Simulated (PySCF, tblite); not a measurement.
# phosphorus trifluoride (PF₃): dynamics, then NMR shifts and electronic excitations on frames, part 1 of 2

How do NMR shifts and electronic excitations of phosphorus trifluoride (PF₃) (`FP(F)F`) change as the atoms move?

Programs: tblite 0.8.0 and PySCF 2.14.0, with density-fitted response routines of our own. Each step states its level of theory. These are calculated values for one molecule in the gas phase, unless marked as measured. Atoms are numbered from 0 throughout.

### Step 1. Starting geometry

4 atoms, charge 0, multiplicity 1; geometry from: GFN2-xTB.

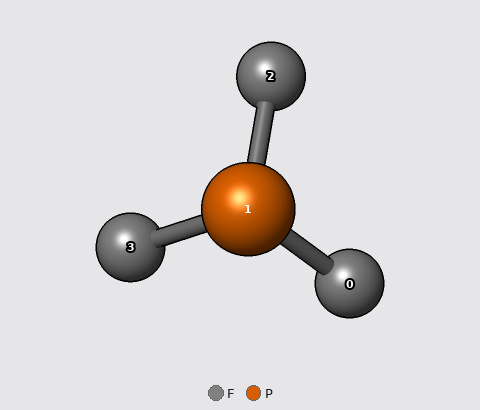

As it starts; fluorine grey, phosphorus orange, atoms numbered.

### Step 2. A short Langevin run with GFN2-xTB

What the job is given:

```
{"job": {"kind": "md", "xc": "GFN2-xTB", "basis": "xTB", "temperature": 300, "steps": 2000, "every": 50, "frames": 5}, "charge": 0, "multiplicity": 1}
F     -0.836545    -1.054774    -0.220351
P      0.002197     0.000958     0.636824
F      1.336717    -0.197610    -0.219369
F     -0.492135     1.256199    -0.219958
```

Method: GFN2-xTB Langevin dynamics, gas phase.

Command:

```
$ OMP_NUM_THREADS=1 python probes_run.py task.json out
```

One launch serves the whole session: the jobs run in the order shown.

The program printed:

```text
t/fs     T/K      E/eV
    0.0   123.6   -458.35953
   25.0    99.3   -458.32571
   50.0   182.2   -458.35052
   75.0   244.4   -458.33791
  100.0   332.2   -458.32379
  125.0   466.5   -458.26277
  150.0   456.6   -458.30517
  175.0   363.6   -458.30801
  200.0   284.5   -458.26518
  225.0   463.2   -458.32555
  250.0   279.6   -458.18338
  275.0   287.5   -458.28164
  300.0   288.4   -458.23084
  325.0   419.7   -458.26398
  350.0   370.1   -458.27941
  375.0   149.8   -458.13963
  400.0   246.9   -458.20065
  425.0   408.3   -458.20179
  450.0   324.0   -458.15328
  475.0   351.3   -458.20073
  500.0   393.4   -458.20492
  525.0   388.4   -458.23210
  550.0   332.7   -458.25601
  575.0   265.9   -458.26838
  600.0   279.9   -458.27188
  625.0   288.6   -458.31908
  650.0   248.9   -458.28235
  675.0   208.4   -458.30240
  700.0   194.9   -458.28759
  725.0   334.6   -458.32796
  750.0   275.2   -458.29322
  775.0   266.6   -458.22011
  800.0   233.8   -458.29190
  825.0   152.1   -458.30736
  850.0   118.8   -458.31639
  875.0   270.0   -458.32152
  900.0   400.9   -458.30904
  925.0   210.4   -458.31483
  950.0   296.5   -458.33880
  975.0   171.1   -458.25433
 1000.0   363.2   -458.33023
```

Wall time 6.2 s (1 thread of Arm Neoverse N1, shared host); peak memory 0.18 GiB.

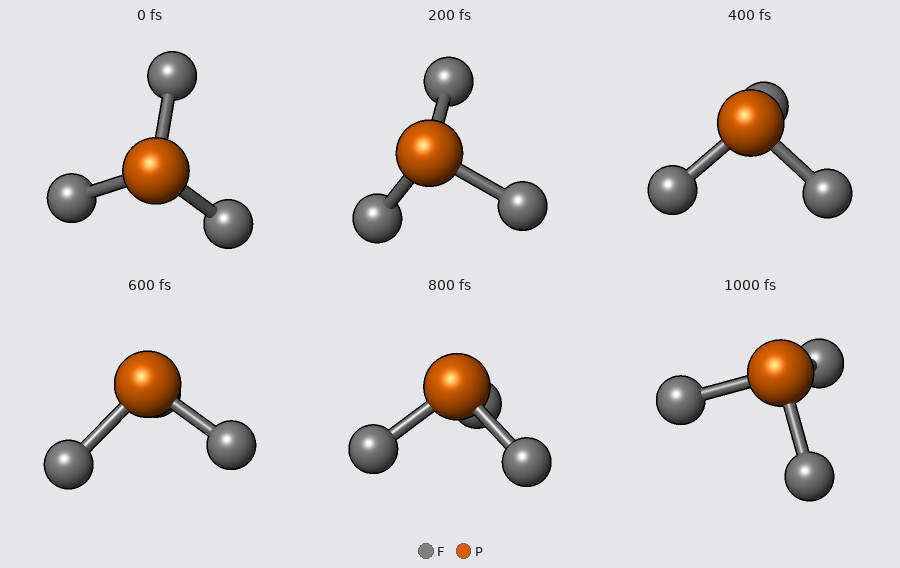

Frames of the run.

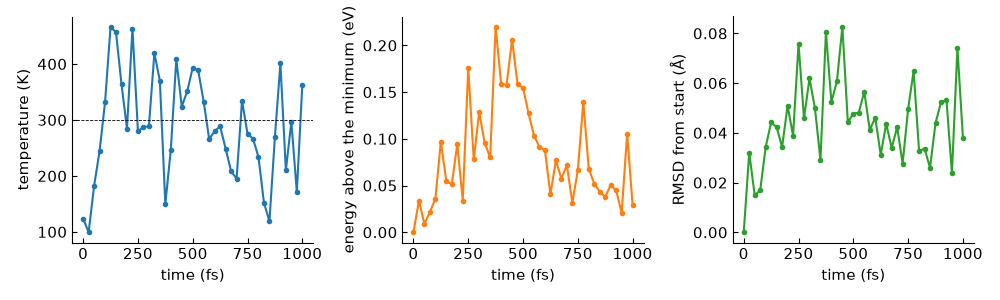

Temperature, potential energy and distance from the start.

Positions (Å) and forces (eV/Å) at 1000 fs:

```xyz
4

F    -1.378   -1.138    1.053    0.021   -0.150   -0.281
P     0.115   -0.684    0.694    0.418   -0.351    0.628
F     0.142   -1.214   -0.815   -0.353    0.112   -0.014
F    -0.338    0.790    0.354   -0.086    0.390   -0.332
```

### Step 3. NMR shieldings: 250 fs, PBE0/pcSseg-1

What the job is given:

```
{"job": {"kind": "nmr", "xc": "PBE0", "basis": "pcSseg-1", "pop": false}, "charge": 0, "multiplicity": 1}
F     -1.047000    -0.994600     0.684200
P     -0.122000     0.349000     0.765800
F      0.478700    -0.096700    -0.664000
F     -1.395900     1.150900     0.129400
```

Level: GIAO PBE0/pcSseg-1 NMR shielding, non-relativistic, gas phase.

The program printed:

```text
coarse grid: 4888 points
cycle   1  E = -640.3328930800  dE =  4.354e-01  |g| = 8.761e-01  |ddm| = 1.852e+00
cycle   2  E = -640.1121466229  dE =  2.207e-01  |g| = 1.490e+00  |ddm| = 1.355e+00
cycle   3  E = -640.4647344799  dE = -3.526e-01  |g| = 3.665e-02  |ddm| = 8.047e-01
cycle   4  E = -640.4648919395  dE = -1.575e-04  |g| = 2.291e-02  |ddm| = 4.450e-02
cycle   5  E = -640.4649505791  dE = -5.864e-05  |g| = 1.084e-02  |ddm| = 1.512e-02
cycle   6  E = -640.4649677783  dE = -1.720e-05  |g| = 7.674e-04  |ddm| = 5.371e-03
cycle   7  E = -640.4649679245  dE = -1.462e-07  |g| = 2.271e-04  |ddm| = 1.112e-03
final grid: 46744 points
cycle   8  E = -640.5052218235  dE = -1.465e-05  |g| = 9.050e-04  |ddm| = 9.285e-03
cycle   9  E = -640.5052218874  dE = -6.384e-08  |g| = 7.182e-04  |ddm| = 1.369e-03
cycle  10  E = -640.5052219645  dE = -7.714e-08  |g| = 3.251e-04  |ddm| = 6.561e-04
cycle  11  E = -640.5052219788  dE = -1.432e-08  |g| = 4.848e-05  |ddm| = 1.576e-04
cycle  12  E = -640.5052219791  dE = -3.174e-10  |g| = 1.981e-05  |ddm| = 4.324e-05
converged SCF energy = -640.5052219791

GIAO shielding tensors (ppm)
atom      isotropic    diamagn.    paramagn.     s11        s22        s33       span
  0 F      172.124     474.103    -301.979     32.167    152.808    331.396    299.229
  1 P      158.744     957.544    -798.800     53.008     79.386    343.838    290.830
  2 F      175.772     474.211    -298.439     18.650    179.590    329.076    310.426
  3 F      169.187     473.686    -304.499      5.240    166.423    335.899    330.660
```

It took 3.2 s on 1 thread of Arm Neoverse N1, shared host; peak memory 0.32 GiB.

The references, computed at this level on geometries of the same kind, shield at (ppm): ¹⁹F CFCl3 170.9, ³¹P H3PO4 318.4. Their shielding less the atom's gives the shift. The references are single molecules in the gas phase, so shifts against H2O, NH3, PH3, H3PO4 or CFCl3 are not on the usual liquid scales and can be off by tens of ppm. Each atom is listed at this fixed geometry, with no averaging over motion; a spectrum would average atoms that exchange fast.

```csv
atoms,environment,σ (ppm),δ (ppm)
F3,fluorine bonded to P,169.2,1.8
F0,fluorine bonded to P,172.1,-1.2
F2,fluorine bonded to P,175.8,-4.8
P1,phosphorus bonded to 3 F,158.7,159.6
```

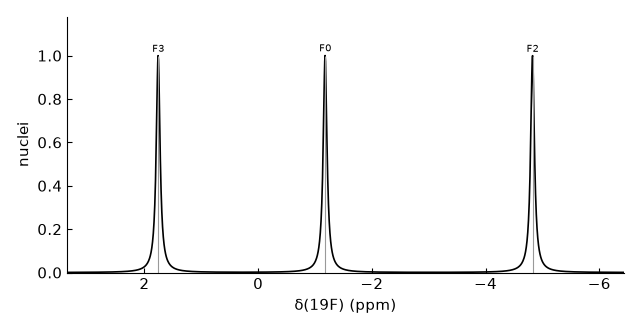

¹⁹F lines at the computed shifts, without couplings. Lines are broadened to a width of 0.08 ppm (Lorentzian).

### Step 4. TDDFT and polarisability: 250 fs, PBE0/def2-SVPD

What the job is given:

```
{"job": {"kind": "uv", "xc": "PBE0", "basis": "def2-SVPD", "nstates": 5, "ntriplets": 0}, "charge": 0, "multiplicity": 1}
F     -1.047000    -0.994600     0.684200
P     -0.122000     0.349000     0.765800
F      0.478700    -0.096700    -0.664000
F     -1.395900     1.150900     0.129400
```

With the program's defaults for keys left out, this is: TDDFT PBE0/def2-SVPD, vertical, gas phase, core orbitals frozen in the response.

The program printed:

```text
coarse grid: 4888 points
cycle   1  E = -640.0386684809  dE =  4.041e-01  |g| = 7.869e-01  |ddm| = 2.168e+00
cycle   2  E = -639.8290876841  dE =  2.096e-01  |g| = 1.373e+00  |ddm| = 1.586e+00
cycle   3  E = -640.1560966972  dE = -3.270e-01  |g| = 4.477e-02  |ddm| = 9.175e-01
cycle   4  E = -640.1564188446  dE = -3.221e-04  |g| = 2.052e-02  |ddm| = 7.311e-02
cycle   5  E = -640.1564676748  dE = -4.883e-05  |g| = 1.182e-02  |ddm| = 1.961e-02
cycle   6  E = -640.1564909537  dE = -2.328e-05  |g| = 4.803e-04  |ddm| = 7.619e-03
cycle   7  E = -640.1564910275  dE = -7.375e-08  |g| = 1.680e-04  |ddm| = 8.615e-04
final grid: 46744 points
cycle   8  E = -640.2285563745  dE = -8.118e-06  |g| = 1.051e-03  |ddm| = 1.927e-02
cycle   9  E = -640.2285564413  dE = -6.685e-08  |g| = 9.569e-04  |ddm| = 1.539e-03
cycle  10  E = -640.2285565692  dE = -1.279e-07  |g| = 2.738e-04  |ddm| = 7.133e-04
cycle  11  E = -640.2285565832  dE = -1.393e-08  |g| = 4.375e-05  |ddm| = 2.934e-04
cycle  12  E = -640.2285565835  dE = -3.085e-10  |g| = 1.791e-05  |ddm| = 3.894e-05
converged SCF energy = -640.2285565835

Static polarisability (au): isotropic 26.288, principal 25.081 26.546 27.237

Singlet excitations
state   eV       nm        f      main configurations
  1   7.6936    161.2   0.13682   H->L 0.95
  2   8.0673    153.7   0.09162   H->L+1 0.74, H-1->L 0.24
  3   8.4740    146.3   0.06635   H-1->L 0.69, H->L+1 0.19
  4   8.5419    145.1   0.00878   H-2->L 0.95
  5   8.9608    138.4   0.01517   H-1->L+1 0.49, H-2->L+1 0.28, H-3->L 0.19
```

Run time: 4.5 s. Hardware: 1 thread of Arm Neoverse N1, shared host; peak memory 0.39 GiB.

The orbitals next to the gap, with their largest atomic shares:

```csv
orbital,eV,atoms
HOMO−3,-12.49,"F3 52 %, F2 45 %"
HOMO−2,-12.06,"F0 58 %, F2 22 %, F3 18 %"
HOMO−1,-11.88,"F0 52 %, F3 30 %, F2 19 %"
HOMO,-10.39,"P1 52 %, F3 17 %, F2 16 %"
LUMO,-1.73,"P1 62 %, F0 15 %, F3 12 %"
LUMO+1,-1.26,"P1 61 %, F2 15 %, F3 14 %"
LUMO+2,1.46,"P1 73 %, F2 10 %, F3 9 %"
```

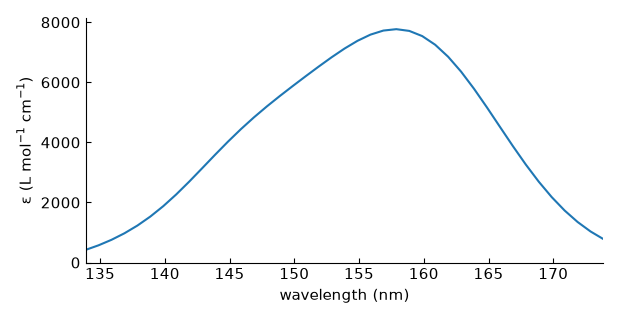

Absorption spectrum: each of the 5 states is a Gaussian band of 0.4 eV half-width at 1/e. Beyond the last state computed it falls off for lack of states.

Ground-state properties from the same run:

```csv
property,computed
dipole moment (D),2.36
polarisability (Å³),3.90
HOMO–LUMO gap (eV),8.66
−ε(HOMO) (eV),10.39
```

### Step 5. NMR shieldings: 425 fs, PBE0/pcSseg-1

What the job is given:

```
{"job": {"kind": "nmr", "xc": "PBE0", "basis": "pcSseg-1", "pop": false}, "charge": 0, "multiplicity": 1}
F     -1.242000    -0.981100     0.813100
P     -0.032600     0.192500     0.639600
F     -0.011100     0.160700    -0.901300
F     -1.118900     1.379900     0.599100
```

Method: GIAO PBE0/pcSseg-1 NMR shielding, non-relativistic, gas phase.

The program printed:

```text
coarse grid: 4888 points
cycle   1  E = -640.3449558354  dE =  4.688e-01  |g| = 8.527e-01  |ddm| = 1.886e+00
cycle   2  E = -640.1527083853  dE =  1.922e-01  |g| = 1.416e+00  |ddm| = 1.283e+00
cycle   3  E = -640.4663672920  dE = -3.137e-01  |g| = 8.271e-02  |ddm| = 7.619e-01
cycle   4  E = -640.4669693799  dE = -6.021e-04  |g| = 5.576e-02  |ddm| = 7.020e-02
cycle   5  E = -640.4674164797  dE = -4.471e-04  |g| = 7.514e-03  |ddm| = 2.851e-02
cycle   6  E = -640.4674243273  dE = -7.848e-06  |g| = 1.465e-03  |ddm| = 4.822e-03
final grid: 46744 points
cycle   7  E = -640.5086147167  dE = -1.519e-05  |g| = 3.125e-03  |ddm| = 8.842e-03
cycle   8  E = -640.5086123475  dE =  2.369e-06  |g| = 5.097e-03  |ddm| = 3.840e-03
cycle   9  E = -640.5086161526  dE = -3.805e-06  |g| = 1.371e-04  |ddm| = 2.413e-03
cycle  10  E = -640.5086161550  dE = -2.416e-09  |g| = 8.933e-05  |ddm| = 1.838e-04
cycle  11  E = -640.5086161561  dE = -1.107e-09  |g| = 3.536e-05  |ddm| = 6.325e-05
cycle  12  E = -640.5086161563  dE = -1.744e-10  |g| = 2.986e-06  |ddm| = 1.783e-05
converged SCF energy = -640.5086161563

GIAO shielding tensors (ppm)
atom      isotropic    diamagn.    paramagn.     s11        s22        s33       span
  0 F      160.873     474.253    -313.380    -22.818    141.716    363.722    386.540
  1 P      165.662     957.889    -792.227     56.236     93.376    347.373    291.138
  2 F      204.399     472.719    -268.320     71.172    225.303    316.723    245.551
  3 F      189.252     473.074    -283.821     48.617    183.356    335.785    287.168
```

Run time: 3 s. Hardware: 1 thread of Arm Neoverse N1, shared host; peak memory 0.39 GiB.

In short: δ F0 10.1, F3 -18.3, F2 -33.5, P1 152.7 ppm.

### Step 6. Excited states and response: 425 fs, PBE0/def2-SVPD

What the job is given:

```
{"job": {"kind": "uv", "xc": "PBE0", "basis": "def2-SVPD", "nstates": 5, "ntriplets": 0}, "charge": 0, "multiplicity": 1}
F     -1.242000    -0.981100     0.813100
P     -0.032600     0.192500     0.639600
F     -0.011100     0.160700    -0.901300
F     -1.118900     1.379900     0.599100
```

Level: TDDFT PBE0/def2-SVPD, vertical, gas phase, core orbitals frozen in the response.

The program printed:

```text
coarse grid: 4888 points
cycle   1  E = -640.0497613027  dE =  4.387e-01  |g| = 7.627e-01  |ddm| = 2.231e+00
cycle   2  E = -639.8691480000  dE =  1.806e-01  |g| = 1.296e+00  |ddm| = 1.510e+00
cycle   3  E = -640.1569821441  dE = -2.878e-01  |g| = 8.273e-02  |ddm| = 8.700e-01
cycle   4  E = -640.1577762679  dE = -7.941e-04  |g| = 4.938e-02  |ddm| = 9.359e-02
cycle   5  E = -640.1581683891  dE = -3.921e-04  |g| = 9.091e-03  |ddm| = 3.533e-02
cycle   6  E = -640.1581826848  dE = -1.430e-05  |g| = 1.359e-03  |ddm| = 8.080e-03
cycle   7  E = -640.1581829176  dE = -2.327e-07  |g| = 8.042e-04  |ddm| = 1.370e-03
final grid: 46744 points
cycle   8  E = -640.2314090615  dE = -8.371e-06  |g| = 2.033e-03  |ddm| = 1.953e-02
cycle   9  E = -640.2314082574  dE =  8.041e-07  |g| = 3.044e-03  |ddm| = 3.196e-03
cycle  10  E = -640.2314097574  dE = -1.500e-06  |g| = 2.550e-04  |ddm| = 1.943e-03
cycle  11  E = -640.2314097697  dE = -1.237e-08  |g| = 4.922e-05  |ddm| = 3.502e-04
cycle  12  E = -640.2314097699  dE = -1.867e-10  |g| = 4.166e-05  |ddm| = 5.770e-05
cycle  13  E = -640.2314097702  dE = -2.840e-10  |g| = 3.479e-06  |ddm| = 2.678e-05
converged SCF energy = -640.2314097702

Static polarisability (au): isotropic 26.160, principal 24.249 26.246 27.985

Singlet excitations
state   eV       nm        f      main configurations
  1   7.8383    158.2   0.15468   H->L 0.94
  2   8.0697    153.6   0.15082   H->L+1 0.92
  3   9.0177    137.5   0.02518   H-1->L 0.88
  4   9.1915    134.9   0.01030   H-2->L 0.86, H-1->L+1 0.09
  5   9.3530    132.6   0.02268   H-1->L+1 0.57, H-2->L+1 0.33
```

It took 4.7 s on 1 thread of Arm Neoverse N1, shared host; peak memory 0.39 GiB.

Key values: HOMO -10.08 eV, LUMO -1.30 eV; lowest singlet 7.84 eV.

### Step 7. Nuclear shieldings: 625 fs, PBE0/pcSseg-1

What the job is given:

```
{"job": {"kind": "nmr", "xc": "PBE0", "basis": "pcSseg-1", "pop": false}, "charge": 0, "multiplicity": 1}
F     -0.802900    -1.480300     0.823500
P      0.106500    -0.185800     0.578900
F     -0.177100    -0.276900    -1.021700
F     -1.037100     0.853200     0.816200
```

With the program's defaults for keys left out, this is: GIAO PBE0/pcSseg-1 NMR shielding, non-relativistic, gas phase.

The program printed:

```text
coarse grid: 4888 points
cycle   1  E = -640.3610844617  dE =  5.020e-01  |g| = 8.331e-01  |ddm| = 1.910e+00
cycle   2  E = -640.2068114089  dE =  1.543e-01  |g| = 1.321e+00  |ddm| = 1.206e+00
cycle   3  E = -640.4749332727  dE = -2.681e-01  |g| = 4.512e-02  |ddm| = 6.993e-01
cycle   4  E = -640.4751107193  dE = -1.774e-04  |g| = 3.168e-02  |ddm| = 4.655e-02
cycle   5  E = -640.4752438016  dE = -1.331e-04  |g| = 9.114e-03  |ddm| = 1.811e-02
cycle   6  E = -640.4752558136  dE = -1.201e-05  |g| = 5.620e-04  |ddm| = 4.942e-03
cycle   7  E = -640.4752558903  dE = -7.671e-08  |g| = 2.750e-04  |ddm| = 8.907e-04
final grid: 46744 points
cycle   8  E = -640.5150191711  dE = -1.354e-05  |g| = 1.747e-03  |ddm| = 9.003e-03
cycle   9  E = -640.5150187942  dE =  3.769e-07  |g| = 2.427e-03  |ddm| = 2.534e-03
cycle  10  E = -640.5150196650  dE = -8.708e-07  |g| = 1.967e-04  |ddm| = 1.263e-03
cycle  11  E = -640.5150196701  dE = -5.092e-09  |g| = 8.162e-05  |ddm| = 2.164e-04
cycle  12  E = -640.5150196710  dE = -8.253e-10  |g| = 3.885e-05  |ddm| = 6.167e-05
cycle  13  E = -640.5150196712  dE = -2.053e-10  |g| = 3.576e-06  |ddm| = 1.880e-05
converged SCF energy = -640.5150196712

GIAO shielding tensors (ppm)
atom      isotropic    diamagn.    paramagn.     s11        s22        s33       span
  0 F      195.762     472.915    -277.154     47.240    197.799    342.246    295.006
  1 P      176.136     958.231    -782.095     71.012    100.028    357.367    286.354
  2 F      189.745     474.222    -284.477     40.311    179.231    349.693    309.382
  3 F      203.596     472.499    -268.902     55.736    220.630    334.423    278.687
```

Wall time 3 s (1 thread of Arm Neoverse N1, shared host); peak memory 0.39 GiB.

Key values: δ F2 -18.8, F0 -24.8, F3 -32.7, P1 142.2 ppm.

### Step 8. Ultraviolet spectrum: 625 fs, PBE0/def2-SVPD

What the job is given:

```
{"job": {"kind": "uv", "xc": "PBE0", "basis": "def2-SVPD", "nstates": 5, "ntriplets": 0}, "charge": 0, "multiplicity": 1}
F     -0.802900    -1.480300     0.823500
P      0.106500    -0.185800     0.578900
F     -0.177100    -0.276900    -1.021700
F     -1.037100     0.853200     0.816200
```

Level: TDDFT PBE0/def2-SVPD, vertical, gas phase, core orbitals frozen in the response.

The program printed:

```text
coarse grid: 4888 points
cycle   1  E = -640.0651947557  dE =  4.730e-01  |g| = 7.438e-01  |ddm| = 2.284e+00
cycle   2  E = -639.9207621099  dE =  1.444e-01  |g| = 1.203e+00  |ddm| = 1.433e+00
cycle   3  E = -640.1654740748  dE = -2.447e-01  |g| = 5.197e-02  |ddm| = 8.084e-01
cycle   4  E = -640.1658401593  dE = -3.661e-04  |g| = 2.749e-02  |ddm| = 7.150e-02
cycle   5  E = -640.1659465136  dE = -1.064e-04  |g| = 1.075e-02  |ddm| = 2.286e-02
cycle   6  E = -640.1659660106  dE = -1.950e-05  |g| = 3.674e-04  |ddm| = 7.731e-03
cycle   7  E = -640.1659660432  dE = -3.259e-08  |g| = 3.029e-04  |ddm| = 7.858e-04
final grid: 46744 points
cycle   8  E = -640.2375483916  dE = -7.430e-06  |g| = 1.547e-03  |ddm| = 1.958e-02
cycle   9  E = -640.2375480903  dE =  3.014e-07  |g| = 2.130e-03  |ddm| = 2.827e-03
cycle  10  E = -640.2375488306  dE = -7.403e-07  |g| = 2.716e-04  |ddm| = 1.498e-03
cycle  11  E = -640.2375488440  dE = -1.340e-08  |g| = 3.698e-05  |ddm| = 3.448e-04
cycle  12  E = -640.2375488442  dE = -1.754e-10  |g| = 2.275e-05  |ddm| = 4.185e-05
converged SCF energy = -640.2375488442

Static polarisability (au): isotropic 25.778, principal 24.071 26.532 26.730

Singlet excitations
state   eV       nm        f      main configurations
  1   7.9050    156.8   0.17003   H->L 0.96
  2   8.2114    151.0   0.16083   H->L+1 0.95
  3   9.3790    132.2   0.02721   H-1->L 0.93
  4   9.6068    129.1   0.01072   H-2->L 0.95
  5   9.7802    126.8   0.01433   H-1->L+1 0.77, H-2->L+1 0.16
```

It took 4.6 s on 1 thread of Arm Neoverse N1, shared host; peak memory 0.39 GiB.

Key values: HOMO -9.92 eV, LUMO -1.11 eV; lowest singlet 7.91 eV.

### Step 9. NMR shieldings: 800 fs, PBE0/pcSseg-1

What the job is given:

```
{"job": {"kind": "nmr", "xc": "PBE0", "basis": "pcSseg-1", "pop": false}, "charge": 0, "multiplicity": 1}
F     -0.666900    -1.415500     1.116400
P      0.381900    -0.358200     0.524800
F      0.002200    -0.617900    -1.047000
F     -0.547200     0.857100     0.691200
```

Method: GIAO PBE0/pcSseg-1 NMR shielding, non-relativistic, gas phase.

The program printed:

```text
coarse grid: 4888 points
cycle   1  E = -640.3666283323  dE =  5.112e-01  |g| = 8.205e-01  |ddm| = 1.930e+00
cycle   2  E = -640.2244787762  dE =  1.421e-01  |g| = 1.284e+00  |ddm| = 1.169e+00
cycle   3  E = -640.4757170564  dE = -2.512e-01  |g| = 5.376e-02  |ddm| = 6.756e-01
cycle   4  E = -640.4759632999  dE = -2.462e-04  |g| = 3.710e-02  |ddm| = 5.065e-02
cycle   5  E = -640.4761534687  dE = -1.902e-04  |g| = 7.888e-03  |ddm| = 2.008e-02
cycle   6  E = -640.4761624206  dE = -8.952e-06  |g| = 6.929e-04  |ddm| = 4.659e-03
final grid: 46744 points
cycle   7  E = -640.5161006787  dE = -1.297e-05  |g| = 1.499e-03  |ddm| = 8.264e-03
cycle   8  E = -640.5161003834  dE =  2.953e-07  |g| = 2.087e-03  |ddm| = 1.856e-03
cycle   9  E = -640.5161010062  dE = -6.228e-07  |g| = 1.868e-04  |ddm| = 1.043e-03
cycle  10  E = -640.5161010112  dE = -4.995e-09  |g| = 7.678e-05  |ddm| = 1.951e-04
cycle  11  E = -640.5161010120  dE = -8.348e-10  |g| = 3.016e-05  |ddm| = 5.800e-05
converged SCF energy = -640.5161010120

GIAO shielding tensors (ppm)
atom      isotropic    diamagn.    paramagn.     s11        s22        s33       span
  0 F      198.832     472.999    -274.167     47.515    201.481    347.501    299.986
  1 P      178.056     958.779    -780.723     77.723    100.428    356.016    278.293
  2 F      189.604     474.382    -284.778     27.662    183.696    357.454    329.792
  3 F      214.148     472.447    -258.300     81.894    231.342    329.207    247.313
```

It took 2.9 s on 1 thread of Arm Neoverse N1, shared host; peak memory 0.39 GiB.

In short: δ F2 -18.7, F0 -27.9, F3 -43.2, P1 140.3 ppm.

(Continued in part 2 of 2.)
